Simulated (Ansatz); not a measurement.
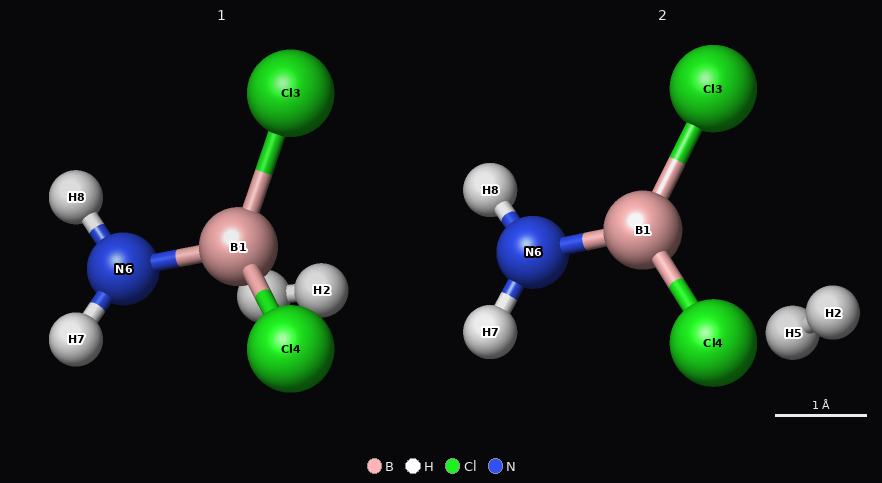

Two geometries of BNH4Cl2 (started from a transition state, displaced along its imaginary mode), drawn at one scale. One is the start of a relaxation, the other its converged end. The picture is a ball-and-stick view, seen at a tilt.

The calculation used Ansatz, RKS PBE0-D4/def2-TZVP. Set-up: force threshold 0.005 eV/Å; at most 200 steps.

Question: Which of the two is the end point?

Answer: Structure 2 is the relaxed one. The atom that moves furthest after the best rigid fit is H5 (1.45 Å). By element the largest moves are H 1.45 Å, B 0.63 Å, N 0.60 Å, Cl 0.26 Å. Among the contacts that change: B1–H5 1.496 → 3.454 Å, B1–H2 1.582 → 3.214 Å, H2–H5 0.660 → 0.746 Å, B1–N6 1.435 → 1.384 Å. Among the angles between lasting bonds that change: B1–N6–H7 117.4° → 122.3°, Cl3–B1–Cl4 116.3° → 119.4°. The energy falls by 36.9 kcal/mol in 20 geometry steps. The largest force component goes from 5.7 to 0.0025 eV/Å. The forces were under the threshold at step 13, but the run went on from there. Cost: 34 s on 4 threads of Arm Neoverse V2 (shared host).
